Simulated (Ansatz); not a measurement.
# linear Sn chain under tension and compression, part 3 of 3

Aim: how do moment and conductance of the linear Sn chain follow its length?

Ansatz 0.2.0; DFT PBE, plane waves, PAW; relaxation of a chain's period (the session's first sound run).

So far, conductance of the lead as this run defines it (G₀): 3.00 in steps 3, 6, 7, 8 and 9.

## Step 10: The chain at a fixed length, period over the relaxed period 1.2, k-mesh 1×1×24

Level of this step: DFT PBE, plane waves, PAW; channels and complex bands of a perfect chain (Ansatz).

The period is set to 1.2 times the relaxed one: longer bonds narrow the bands.

The cell differs from the one that the last finished run ended in (c 3.150 → 3.345 Å).

input.yaml

```yaml
crystal:
  lattice:
    - [7.5, 0.0, 0.0]
    - [0.0, 7.5, 0.0]
    - [0.0, 0.0, 3.3449334603]
  atoms:
    - { symbol: Sn, position: [0.5, 0.5, 0.0], spin: 0.5 }
magnetization:
  spin_polarized: true
kpoints:
  mp_grid: { grid: [1, 1, 24] }
scf:
  occupations: { method: fermi_dirac, width: 0.05 }
hamiltonian:
  xc: pbe
output:
  transmission:
    e_range: [-2, 2]
    de: 0.035
    kmesh: [1, 1]
    reduced_basis: true
    leads: [[0, 0]]
  stress: true
```

On the command line:

```console
ansatz run input.yaml --threads 4 --pin off --max-ram 8192MiB --backend cpu --events-out ev --progress --plain --runs-dir out
```

Numbers of over 12 decimals in the logs are rounded to 6 here.

Output:

```text
[...]
Crystal: 1 atoms, lattice volume = 188.153 Å³
Basis set: ecut = 420 eV, 3691 PW (Γ)
Bands: 12, of which v1, the nominal top of the filled ones, is band 7 counted from 1 (6 counted from 0)
Symmetry: 16 space group operations
[...]
k-points: 13 of 24
[...]
Starting moments: Σ|m| = 0.5 μB on 1 of 1 site
[...]
--- Transmission ---
  basis      : 497 plane waves across, 5 finite elements along
  points     : 1, standing for a mesh of 1 x 1
[...]
crystal 0  : Sn1, at the sites [0, 0], period 3.3449 Å: whole cells are its period
[...]
filled         : 9.2 meV under the level at which it is neutral
    channels       : 3.000000e0 up, 3.000000e0 down
[...]
[key lines of the parts left out:]
SCF converged after 19 iterations
Magnetization: 0.0004 μB (7.0002 up, 6.9998 down)
Free energy (F): -6022.359907 eV
Fermi energy:    -1.856179 eV
P = ⅓ Tr σ = -0.9349 GPa (-9.349 kbar)
```

Wall time 20 s (4 threads of Arm Neoverse V1, shared host); peak memory 0.43 GiB.

At the computed energy nearest the Fermi level there are 3 spin-up and 3 spin-down channels, and the thermal average gives 3.00 G₀. The change of length costs 0.477 eV a cell and leaves no moment.

## Step 11: At a set period, period over the relaxed period 1.3, k-mesh 1×1×23

The period is set to 1.3 times the relaxed one: longer bonds narrow the bands.

The cell differs from the one that the last finished run ended in (c 3.345 → 3.624 Å).

input.yaml: that of step 10 with these lines changed.

```diff
@@ -4,3 +4,3 @@
     - [0.0, 7.5, 0.0]
-    - [0.0, 0.0, 3.3449334603]
+    - [0.0, 0.0, 3.6236779154]
   atoms:
@@ -10,3 +10,3 @@
 kpoints:
-  mp_grid: { grid: [1, 1, 24] }
+  mp_grid: { grid: [1, 1, 23] }
 scf:
```

Output:

```text
[...]
Crystal: 1 atoms, lattice volume = 203.832 Å³
Basis set: ecut = 420 eV, 3949 PW (Γ)
Bands: 12, of which v1, the nominal top of the filled ones, is band 7 counted from 1 (6 counted from 0)
Symmetry: 16 space group operations
[...]
k-points: 12 of 23
[...]
Starting moments: Σ|m| = 0.5 μB on 1 of 1 site
[...]
--- Transmission ---
  basis      : 497 plane waves across, 5 finite elements along
  points     : 1, standing for a mesh of 1 x 1
[...]
crystal 0  : Sn1, at the sites [0, 0], period 3.6237 Å: whole cells are its period
[...]
filled         : 5.9 meV under the level at which it is neutral
    channels       : 3.000000e0 up, 1.000000e0 down
[...]
[key lines of the parts left out:]
SCF converged after 23 iterations
Magnetization: 1.2948 μB (7.6474 up, 6.3526 down)
Free energy (F): -6022.081425 eV
Fermi energy:    -1.737045 eV
P = ⅓ Tr σ = -0.7302 GPa (-7.302 kbar)
```

The job ended after 21 s (4 threads; peak memory 0.44 GiB; 74 s of CPU time).

At the computed energy nearest the Fermi level there are 3 spin-up and 1 spin-down channels, and the thermal average gives 2.00 G₀. The change of length costs 0.749 eV a cell and leaves an absolute moment of 1.30 μB a cell.

For the conductance of the lead as this run defines it, step 3 gave 3.00 G₀; this run, with period over the relaxed period 1.3 and k-mesh 1×1×23, gives 2.00 G₀ (-33 %).

## Step 12: Comparing the runs

Times are for 4 threads of Arm Neoverse V1, shared host. The series side by side:

```tsv
no.	period over the relaxed period	conductance of the lead as this run defines it (G₀)	absolute moment (μB)	energy at zero smearing less the lowest (eV)	time	memory (GiB)
1	0.88	3.000	0	0.3588	27 s	0.5
2	0.92	3.000	0	0.1228	27 s	0.51
3	0.96	3.000	0	0.01588	22 s	0.49
4	1	3.000	0	0	21 s	0.46
5	1.04	3.000	0	0.03306	14 s	0.41
6	1.08	3.000	0	0.1111	15 s	0.42
7	1.13	3.000	0	0.2560	15 s	0.41
8	1.2	3.000	0	0.4771	20 s	0.43
9	1.3	2.001	1.302	0.7493	21 s	0.44
```

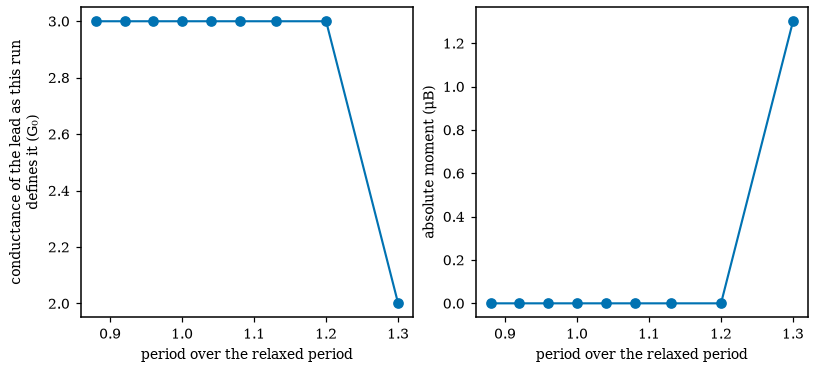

The series as plots.

## Step 13: A varied input

This step: DFT PBE, plane waves, PAW; channels and complex bands of a perfect chain; changed: output.transmission.leads = [[0, 0], [1, 0]], scf.max_iter = 60 (Ansatz 0.2.0).

The input of the run at the relaxed period is made doubtful on purpose.

input.yaml

```yaml
crystal:
  lattice:
    - [7.5, 0.0, 0.0]
    - [0.0, 7.5, 0.0]
    - [0.0, 0.0, 2.7874445503]
  atoms:
    - { symbol: Sn, position: [0.5, 0.5, 0.0], spin: 0.5 }
magnetization:
  spin_polarized: true
kpoints:
  mp_grid: { grid: [1, 1, 29] }
scf:
  occupations: { method: fermi_dirac, width: 0.05 }
  max_iter: 60
hamiltonian:
  xc: pbe
output:
  transmission:
    e_range: [-2, 2]
    de: 0.035
    kmesh: [1, 1]
    reduced_basis: true
    leads: [[0, 0], [1, 0]]
  stress: true
```

Output:

```text
Error: inconsistent input (output.transmission.leads, crystal): the lead [1, 0] names a site that the cell does not have: it has 1, counted from 0.
List the leads and leave barriers out. Name each by two sites of one ion a step apart, counted from 0. A search, which can't tell a lead from a barrier or a film with its gap, finds:
  [0, 0]  Sn1, period 2.7874 Å from a height of 2.09 Å
```

It took 0.04 s on 4 threads; peak memory 0.07 GiB.

The input was rejected at the start.

The program's message: “Error: inconsistent input (output.transmission.leads, crystal): the lead [1, 0] names a site that the cell does not have: it has 1, counted from 0.”

The change that led to it: output.transmission.leads = [[0, 0], [1, 0]].

## Step 14: What came out

| Item | Value |
| --- | --- |
| relaxed cell length | 2.787 Å |
| conductance at period × 0.88 | 3.00 G₀ |
| conductance at period × 1.0 | 3.00 G₀ |
| conductance at period × 1.13 | 3.00 G₀ |
| conductance at period × 1.3 | 2.00 G₀ |
| absolute moment at period × 0.88 | 0 μB |
| absolute moment at period × 1.0 | 0 μB |
| absolute moment at period × 1.3 | 1.30 μB |

What this shows: In these runs no moment survives at the shortest period, and one is present from a factor of 1.3 on: longer bonds narrow the bands, which favours exchange splitting. The conductance goes from 3.00 G₀ at the shortest period to 2.00 G₀ at the longest, while the magnetic state changes too. Transport is coherent and elastic here: the atoms are frozen, so scattering by vibrations plays no part. No search over magnetic orders was made; another may lie lower. For the perfect chain only parallel moments were started; its antiparallel and spiral orders were not tested. The lead's cell of one atom keeps the chain straight and evenly spaced; a zigzag or dimerised form may lie lower.

[Logs are printed without paths, hosts, clocks, repeated set-up lines and the standing remarks that a program may print on its own settings, such as how far it seeks lower states.]

[Hosts, paths, dates, database ids (printed as entryN), source tags and the programs' standing remarks are cut or masked in the printed files.]
